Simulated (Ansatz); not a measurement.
# Mg, response to strain

The reference is Mg in the hcp (Mg type) structure (space group P6_3/mmc, No. 194; a = 3.175 Å, c = 5.163 Å; relaxed with 0.1 eV smearing). Axes: x lies along a and z along c of the hexagonal cell.

Strains are applied to the cell and any free atomic positions relax.

All numbers come from DFT with PBEsol, PAW potentials and a 420 eV plane-wave cutoff in Ansatz (a first-principles code), scalar-relativistic without spin-orbit coupling.

Notes on the quantities. pressure: mean of the normal stresses, compression positive.

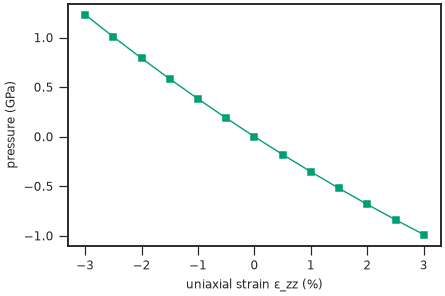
Figure. Pressure against uniaxial strain ε_zz

Task: From the plot, what is the pressure for uniaxial strain ε_zz = −2.00 %?

Result: About 0.8 GPa.

Task: Is the trend monotonic over the range shown?

Result: Yes, it falls throughout, spanning -1.0 GPa to 1.2 GPa.

Stability against distortions was not tested.
